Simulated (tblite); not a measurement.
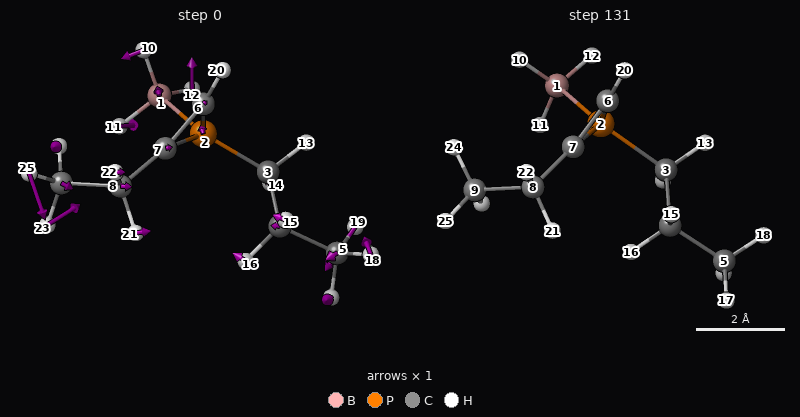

The structure of C7H16BP before (left) and after (right) a relaxation, at one scale. The purple arrows give the displacements, at their true length.

A ball-and-stick model, seen from a free direction.

The calculation used GFN2-xTB geometry optimisation, gas phase (tblite). 

> Describe what moved and what it gained.

Over 131 geometry steps the energy falls by 0.998 eV. An H atom moves most after the best rigid fit: 1.28 Å. By element the largest moves are H 1.28 Å, C 0.38 Å, B 0.29 Å, P 0.25 Å. Some distances before and after: C–P 1.772 → 1.864 Å, B–P 1.893 → 1.951 Å, C–H 1.138 → 1.093 Å, C–P 1.787 → 1.821 Å. Bond angles that change, for instance: C–P–C 121.5° → 107.2°, B–P–C 115.8° → 127.0°, B–P–C 118.7° → 127.7°. Groups turn about C–C by about 55°, C–C by about 50°, B–P by about 35°.
